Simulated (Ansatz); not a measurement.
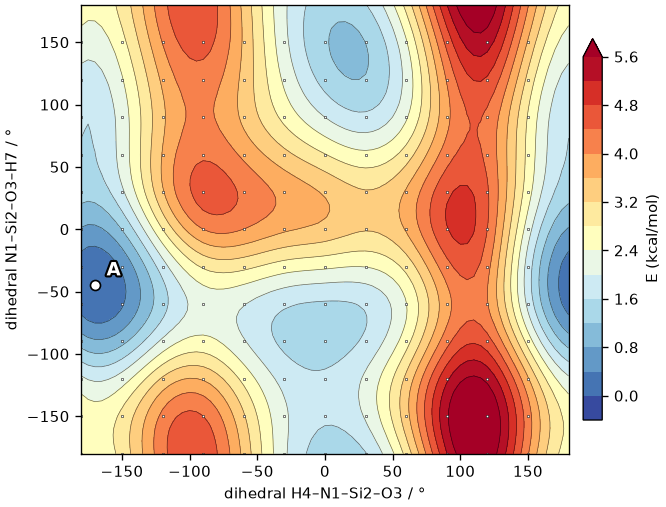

H₄NOSi, SMILES [NH][SiH2]O, spin multiplicity 2. 
- First axis: dihedral H4–N1–Si2–O3. Second axis: dihedral N1–Si2–O3–H7.
- Nothing is relaxed (all other coordinates rigid).
- Grid: 12 × 12 points.
- Points are written as (first, second).
- Energies are in kcal/mol, from the relaxed molecule at the same level.
- All numbers below come from UKS CAM-B3LYP-D4/def2-SVP in Ansatz.

In the figure: filled contours, dots at the grid points, one colour for all values above the top of the scale, the point A. Between grid points the surface is interpolated.

Q: What is the easiest way out of the well at A, and how high is the barrier?

A: The easiest path leads from the well at about (−170°, −45°) to the well at about (−5°, −80°), about 1.4 kcal/mol higher. Its highest point lies about 2.2 kcal/mol above the bottom of the first well on the interpolated surface, at about (−85°, −65°). Seen from the upper well the barrier is about 0.79 kcal/mol. The start is the relaxed structure and all else is held, so a fully relaxed path at this level can only be lower.

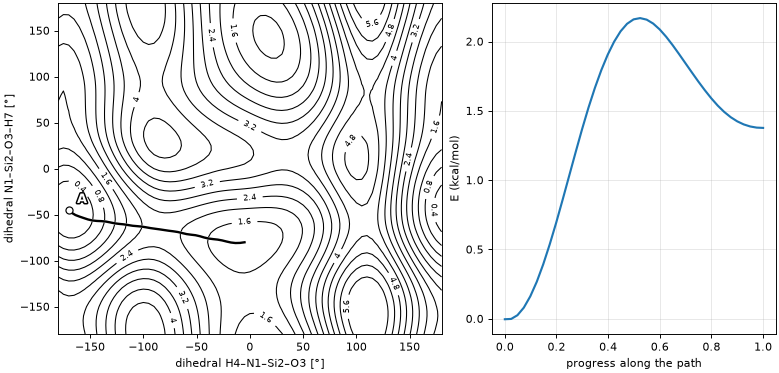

In the figure: contour lines labelled in kcal/mol (none above 5.6), a line along the lowest path, the energy along the path at the right. Between grid points the surface is interpolated.
